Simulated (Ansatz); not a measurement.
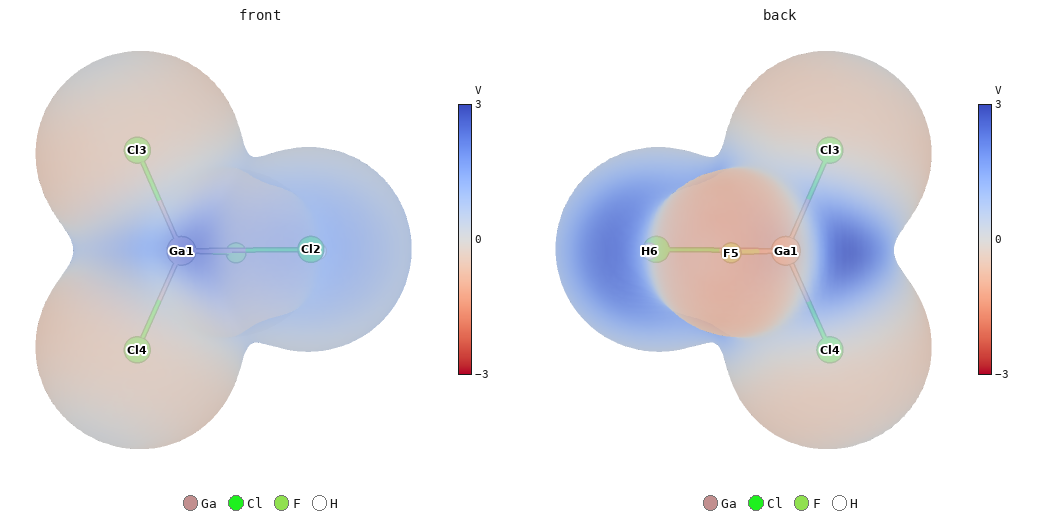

Figure 1: Cl$_{3}$FGaH. The electrostatic potential painted on the density surface at 0.002 e/bohr³, seen from the front and from behind; red is negative and blue positive.

These are results of RKS B3LYP-D4/def2-SVP (Ansatz), not measurements.

The calculation's input:

```
crystal:
  periodic: [false, false, false]
  atoms:
    - { symbol: Ga, position_ang: [0.019059, -0.552508, -0.550785] }
    - { symbol: Cl, position_ang: [0.049478, -0.005262, 2.838942] }
    - { symbol: Cl, position_ang: [1.894546, 0.279767, -1.103926] }
    - { symbol: Cl, position_ang: [-1.873815, 0.225263, -1.124184] }
    - { symbol: F, position_ang: [0.031815, -2.021143, 0.361529] }
    - { symbol: H, position_ang: [0.024918, -1.237616, 2.328124] }
basis:
  gaussian: { orbitals: def2-SVP }
hamiltonian:
  xc: b3lyp
  dispersion: d4
relax:
  f_tol: 0.03
  max_steps: 50
output:
  orbitals: {}
```

Run with:

```sh
ansatz run input.yaml --threads 2 --pin off --max-ram 3072MiB --backend cpu --events-out ev --progress --plain --runs-dir out
```

The fields are those of the run's last geometry, not of the input's.

Question: Describe the electrostatic potential map.

Answer: The most negative region (about −1.0 V, or −23 kcal/mol for a unit charge) lies over F5, the most positive (about +2.6 V, or +60 kcal/mol for a unit charge) over Ga1.
